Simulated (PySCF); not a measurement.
# C7H13B: the cost of one run

Computed with PySCF 2.14.0 and routines of our own; the level stands in each step. Atoms count from 0.

## 1. The starting structure

21 atoms, charge 0, multiplicity 1; geometry from: GFN2-xTB.

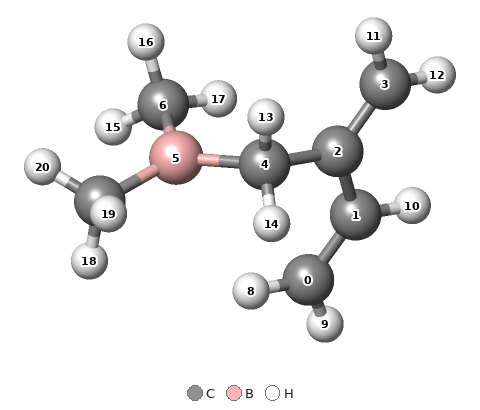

The starting geometry (carbon grey, boron pink, hydrogen white).

## 2. Magnetic properties: GIAO PBE/pcSseg-1

The job: settings as JSON, then the geometry in Å.

```
{"job": {"kind": "mag", "xc": "PBE", "basis": "pcSseg-1", "isotopologues": 2}, "charge": 0, "multiplicity": 1}
C     -1.505896     1.229389    -1.404732
C     -1.829642    -0.031088    -1.142283
C     -1.283065    -0.835873    -0.056634
C     -1.578734    -2.133243     0.024339
C     -0.382785    -0.157545     0.934508
B      1.043962     0.282352     0.394186
C      1.715441    -0.458964    -0.822108
C      1.826091     1.430972     1.142893
H     -0.786166     1.770723    -0.814943
H     -1.942267     1.763954    -2.231570
H     -2.549142    -0.538710    -1.773702
H     -1.186862    -2.760965     0.807182
H     -2.217529    -2.616913    -0.696353
H     -0.198453    -0.849750     1.762292
H     -0.916005     0.691786     1.369815
H      2.388289     0.176395    -1.394364
H      2.327253    -1.273736    -0.431525
H      1.002446    -0.908825    -1.508618
H      1.663228     2.372380     0.616133
H      1.498028     1.588817     2.168070
H      2.902888     1.275787     1.150226
```

With the program's defaults for keys left out, this is: GIAO PBE/pcSseg-1 magnetisability, rotational g tensor and spin-rotation constants, non-relativistic, gas phase.

Started as:

```console
$ OMP_NUM_THREADS=1 python excited_run.py task.json out
```

The driver reads the jobs from task.json and runs them one after another.

Q: Estimate the wall time and peak memory of this first job on 1 thread of Arm Neoverse V1, shared host.

About 57 s, with a peak of 0.71 GiB.
